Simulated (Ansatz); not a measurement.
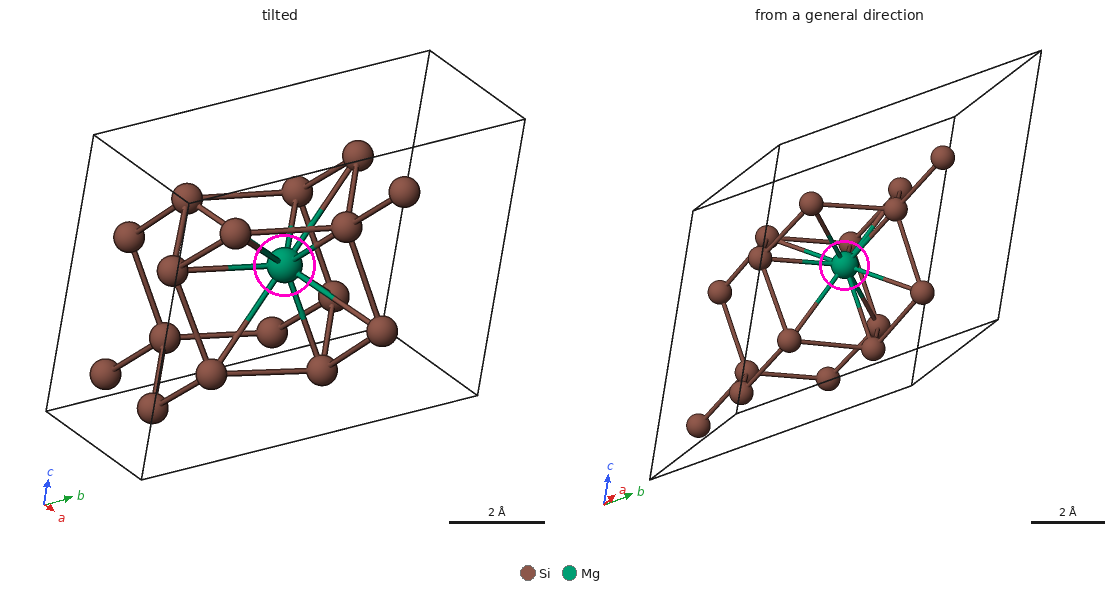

An orthographic ball-and-stick view of the structure, slightly off an axis and from a general direction. The supercell is drawn as a box. The host is Si, in a cell of 16 sites, and the cell carries a charge of +1. A ring marks the defect's site.

> Identify the point defect.

An interstitial magnesium atom. It is bonded to ten Si at about 2.5 to 2.8 Å.

Level of theory: DFT PBE, scalar-relativistic, plane waves, PAW (Ansatz 0.2.0). Settings were E_cut = 420 eV, the zone sampled with 2×2×2 points, Gaussian smearing of 0.01 eV, collinear spins.

> Is the defect magnetic?

No net moment.

The atoms were relaxed in the host's cell with DFT PBE, scalar-relativistic, plane waves, PAW in Ansatz 0.2.0.
